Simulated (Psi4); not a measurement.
Run report: NF3, single-point calculation

The run: single-point calculation of NF3, SMILES FN(F)F. Method and program: HF/cc-pVTZ, RHF (Psi4 1.11).

The geometry comes from this level: PBE0-D4/def2-TZVP.

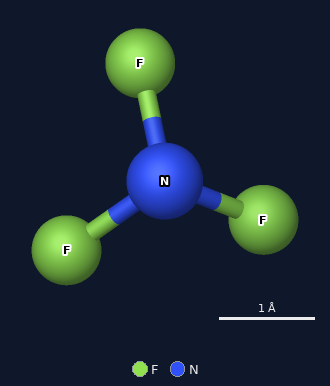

**Figure 1.** The structure (ball-and-stick view, seen at a tilt).

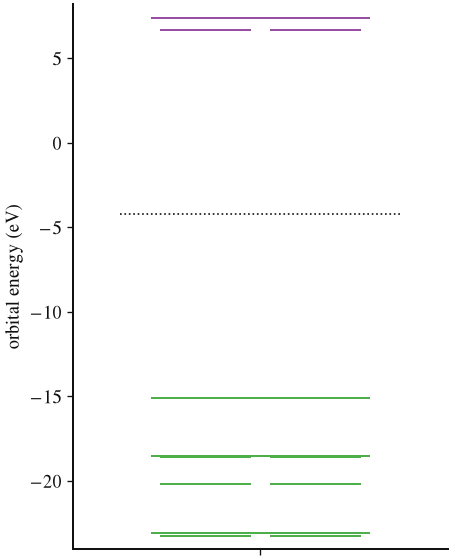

**Figure 2.** Orbital energies near the frontier; the dotted line parts filled from empty levels, and levels within 0.02 eV of each other stand side by side. Highest filled −15.09 eV, lowest empty 6.67 eV, 21.76 eV apart.

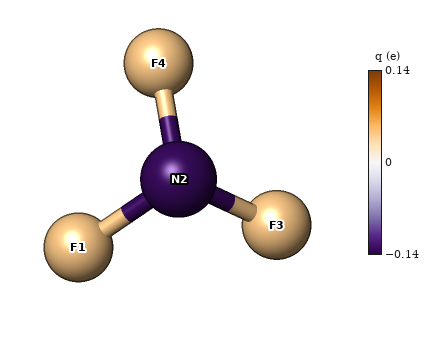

**Figure 3.** Löwdin charges, as the colour of each atom (ball-and-stick view, seen on its broad side; atoms are numbered from 1 in the order of the input). By element: F +0.04 and N −0.13 e.

The input and output of the run follow.

### The input (input.json)
```
{
  "schema_name": "qcschema_input",
  "schema_version": 1,
  "molecule": {
    "schema_name": "qcschema_molecule",
    "schema_version": 2,
    "symbols": ["F", "N", "F", "F"],
    "geometry": [1.16031074, 0.00064251, 2.01620549, 0.66786701, -0.14012319, -0.50313958, -1.20239494, -1.90199045, -0.59004809, -0.62578281, 2.04149003, -0.92301783],
    "molecular_charge": 0,
    "molecular_multiplicity": 1,
    "fix_symmetry": "c1"
  },
  "driver": "energy",
  "model": {
    "method": "scf",
    "basis": "cc-pVTZ"
  },
  "keywords": {
    "reference": "rhf",
    "puream": true,
    "e_convergence": 1e-09,
    "d_convergence": 1e-08,
    "scf_type": "pk",
    "scf_properties": ["LOWDIN_CHARGES", "QUADRUPOLE", "MAYER_INDICES"]
  }
}
```

Run as:
```bash
psi4 --qcschema input.json -n 1 --memory 2200MB
```

### What the program printed
```
Psi4 1.11 release

   => Loading Basis Set <=

    Name: CC-PVTZ
    Role: ORBITAL
    Keyword: BASIS

         ---------------------------------------------------------
                                   SCF
                              RHF Reference
                        1 Threads,   2098 MiB Core
         ---------------------------------------------------------

  ==> Geometry <==

    Molecular point group: c1
    Full point group: C1

    Geometry (in Bohr), charge = 0, multiplicity = 1:

       Center              X                  Y                   Z               Mass
    ------------   -----------------  -----------------  -----------------  -----------------
         F            1.207300827433    -0.009221397860     1.980805371842    18.998403162730
         N            0.714857097433    -0.149987097860    -0.538539698158    14.003074004430
         F           -1.155404852567    -1.911854357860    -0.625448208158    18.998403162730
         F           -0.578792722567     2.031626122140    -0.958417948158    18.998403162730

  Running in c1 symmetry.

  Rotational constants: A =      0.36200  B =      0.36198  C =      0.19811 [cm^-1]
  Rotational constants: A =  10852.55566  B =  10852.01151  C =   5939.18195 [MHz]
  Nuclear repulsion =  134.276059561418833

  Charge       = 0
  Multiplicity = 1
  Electrons    = 34
  Nalpha       = 17
  Nbeta        = 17

  ==> Algorithm <==

  SCF Algorithm Type is PK.
  DIIS enabled.
  MOM disabled.
  Fractional occupation disabled.
  Guess Type is SAD.
  Energy threshold   = 1.00e-09
  Density threshold  = 1.00e-08
  Integral threshold = 1.00e-12

  ==> Primary Basis <==

  Basis Set: CC-PVTZ
    Blend: CC-PVTZ
    Number of shells: 40
    Number of basis functions: 120
    Number of Cartesian functions: 140
    Spherical Harmonics?: true
    Max angular momentum: 3

  ==> Integral Setup <==

  Using in-core PK algorithm.
   Calculation information:
      Number of atoms:                   4
      Number of AO shells:              40
      Number of primitives:            104
      Number of atomic orbitals:       140
      Number of basis functions:       120

      Integral cutoff                 1.00e-12
      Number of threads:                 1

  Performing in-core PK
  Using 52714860 doubles for integral storage.
  We computed 332342 shell quartets total.
  Whereas there are 336610 unique shell quartets.

  ==> DiskJK: Disk-Based J/K Matrices <==

    J tasked:                  Yes
    K tasked:                  Yes
    wK tasked:                  No
    Memory [MiB]:             1573
    Schwarz Cutoff:          1E-12

  Minimum eigenvalue in the overlap matrix is 3.7808574812E-03.
  Reciprocal condition number of the overlap matrix is 8.6275464336E-04.
    Using symmetric orthogonalization.

  ==> Pre-Iterations <==

  SCF Guess: Superposition of Atomic Densities via on-the-fly atomic UHF (no occupation information).

   -------------------------
    Irrep   Nso     Nmo
   -------------------------
     A        120     120
   -------------------------
    Total     120     120
   -------------------------

  ==> Iterations <==

                        Total Energy        Delta E     RMS |[F,P]|

   @RHF iter SAD:  -351.98722105790114   -3.51987e+02   0.00000e+00
   @RHF iter   1:  -352.52578522693892   -5.38564e-01   5.35051e-03 ADIIS/DIIS
   @RHF iter   2:  -352.60862902061501   -8.28438e-02   4.07545e-03 ADIIS/DIIS
   @RHF iter   3:  -352.67628493716893   -6.76559e-02   4.36989e-04 ADIIS/DIIS
   @RHF iter   4:  -352.67797808792801   -1.69315e-03   1.65838e-04 ADIIS/DIIS
   @RHF iter   5:  -352.67829075205259   -3.12664e-04   4.69523e-05 DIIS
   @RHF iter   6:  -352.67832835592037   -3.76039e-05   9.85305e-06 DIIS
   @RHF iter   7:  -352.67833029323276   -1.93731e-06   2.21993e-06 DIIS
   @RHF iter   8:  -352.67833038797494   -9.47422e-08   5.82446e-07 DIIS
   @RHF iter   9:  -352.67833039503159   -7.05666e-09   1.84492e-07 DIIS
   @RHF iter  10:  -352.67833039585162   -8.20023e-10   3.82674e-08 DIIS
   @RHF iter  11:  -352.67833039587759   -2.59774e-11   9.82184e-09 DIIS
  Energy and wave function converged.

  ==> Post-Iterations <==

    Orbital Energies [Eh]
    ---------------------

    Doubly Occupied:

       1A    -26.387040     2A    -26.387035     3A    -26.387002
       4A    -15.902433     5A     -1.799649     6A     -1.657932
       7A     -1.657923     8A     -1.117786     9A     -0.854038
      10A     -0.854036    11A     -0.847603    12A     -0.740986
      13A     -0.740983    14A     -0.682831    15A     -0.682827
      16A     -0.680086    17A     -0.554398

    Virtual:

      18A      0.244944    19A      0.244953    20A      0.272008
      21A      0.573178    22A      0.573181    23A      0.576212
      24A      0.632163    25A      0.865116    26A      0.865123
      27A      0.890622    28A      0.893324    29A      0.893326
      30A      1.058923    31A      1.089423    32A      1.089627
      33A      1.089628    34A      1.273554    35A      1.273558
      36A      1.296175    37A      1.678013    38A      1.678033
      39A      1.784992    40A      1.784995    41A      2.102222
      42A      2.188480    43A      2.230430    44A      2.230437
      45A      2.267647    46A      2.326644    47A      2.326652
      48A      2.425279    49A      2.425298    50A      2.474701
      51A      2.691673    52A      2.736825    53A      2.736844
      54A      2.903676    55A      2.903681    56A      2.945431
      57A      3.514822    58A      3.825158    59A      3.825183
      60A      4.207783    61A      4.286069    62A      4.286083
      63A      4.425262    64A      4.467271    65A      4.467287
      66A      4.469430    67A      4.898276    68A      4.898278
      69A      4.922712    70A      4.997480    71A      4.997485
      72A      5.234026    73A      5.259858    74A      5.342351
      75A      5.342360    76A      5.444909    77A      5.444936
      78A      5.503352    79A      6.411182    80A      6.411215
      81A      7.001315    82A      7.288720    83A      7.308827
      84A      7.308833    85A      7.327403    86A      7.327633
      87A      7.327639    88A      7.329767    89A      7.329773
      90A      7.330786    91A      7.395544    92A      7.395548
      93A      7.496091    94A      7.621933    95A      7.639106
      96A      7.639122    97A      7.832501    98A      7.832514
      99A      7.860759   100A      8.152070   101A      8.152100
     102A      8.613106   103A      8.814992   104A      8.814998
     105A      8.822739   106A      8.824351   107A      8.824357
     108A      8.862298   109A      9.175639   110A      9.193498
     111A      9.193514   112A      9.345076   113A      9.388053
     114A      9.388066   115A      9.760419   116A      9.760436
     117A     10.623566   118A     11.467418   119A     11.467520
     120A     12.462351

    Final Occupation by Irrep:
              A
    DOCC [    17 ]
    NA   [    17 ]
    NB   [    17 ]

  @RHF Final Energy:  -352.67833039587759

   => Energetics <=

    Nuclear Repulsion Energy =            134.2760595614188333
    One-Electron Energy =                -758.0396050130985941
    Two-Electron Energy =                 271.0852150558021663
    Total Energy =                       -352.6783303958775946

Computation Completed

Properties will be evaluated at   0.000000,   0.000000,   0.000000 [a0]

Properties computed using the SCF density matrix

 Multipole Moments:

 ------------------------------------------------------------------------------------
     Multipole            Electronic (a.u.)      Nuclear  (a.u.)        Total (a.u.)
 ------------------------------------------------------------------------------------

 L = 1.  Multiply by 2.5417464519 to convert [e a0] to [Debye]
 Dipole X            :         -0.1542799            0.2619290            0.1076490
 Dipole Y            :          0.0324185           -0.0549564           -0.0225379
 Dipole Z            :          0.1162390           -0.1973249           -0.0810860
 Magnitude           :                                                    0.1366426

 L = 2.  Multiply by 1.3450342976 to convert [e a0^2] to [Debye ang]
 Quadrupole XX       :        -46.5568888           31.7249748          -14.8319140
 Quadrupole XY       :         -8.4914999            8.4469461           -0.0445538
 Quadrupole XZ       :        -30.4841864           30.3243403           -0.1598461
 Quadrupole YY       :        -85.2371964           70.2024643          -15.0347321
 Quadrupole YZ       :          6.3948914           -6.3614036            0.0334878
 Quadrupole ZZ       :        -64.0538822           49.1302382          -14.9236441
 Traceless XX        :         18.7257670          -18.6275843            0.0981827
 Traceless YY        :        -19.9545406           19.8499052           -0.1046354
 Traceless ZZ        :          1.2287736           -1.2223209            0.0064527

 ------------------------------------------------------------------------------------
  Lowdin Charges: (a.u.)
   Center  Symbol    Alpha    Beta     Spin     Total
       1     F     4.47830  4.47830  0.00000  0.04340
       2     N     3.56510  3.56510  0.00000 -0.13020
       3     F     4.47831  4.47831  0.00000  0.04338
       4     F     4.47829  4.47829  0.00000  0.04342

  Total alpha = 17.00000, Total beta = 17.00000, Total charge =  0.00000

  Mayer Bond Indices:

  Irrep: 1 Size: 4 x 4

                 1                   2                   3                   4

    1     0.00000000000000     0.99012763409209     0.00337660588520     0.00337323586140
    2     0.99012763409209     0.00000000000000     0.99011515274263     0.99013732524071
    3     0.00337660588520     0.99011515274263     0.00000000000000     0.00337354113324
    4     0.00337323586140     0.99013732524071     0.00337354113324     0.00000000000000

  Atomic Valences:

 #  #
 Irrep: 1
      1:    0.996877475838690
      2:    2.970380112075439
      3:    0.996865299761076
      4:    0.996884102235354

	total time  =          5 seconds =       0.08 minutes

    Psi4 run time: 0:00:04.41
```

### File result.json
```
{
 "driver": "energy",
 "model": {
  "method": "scf",
  "basis": "cc-pVTZ"
 },
 "success": true,
 "return_result": -352.6783303958776,
 "properties": {
  "calcinfo_nbasis": 120,
  "calcinfo_nmo": 120,
  "calcinfo_nalpha": 17,
  "calcinfo_nbeta": 17,
  "calcinfo_natom": 4,
  "nuclear_repulsion_energy": 134.27605956141883,
  "return_energy": -352.6783303958776,
  "scf_one_electron_energy": -758.0396050130986,
  "scf_two_electron_energy": 271.08521505580217,
  "scf_dipole_moment": [0.10764903524537534, -0.0225378720577869, -0.08108596848977667],
  "scf_total_energy": -352.6783303958776,
  "scf_iterations": 11
 }
}
```

### Key numbers

| quantity | value |
| --- | --- |
| outcome | converged |
| total energy | −352.678330 hartree |
| basis functions | 120 |
| HOMO | −15.09 eV |
| LUMO | 6.67 eV |
| dipole moment | 0.35 D |
| hardware | 1 thread of Intel Xeon (Granite Rapids), 64 GiB of memory available, shared host |
| wall time | 5.4 s |
| peak memory | 0.61 GiB |
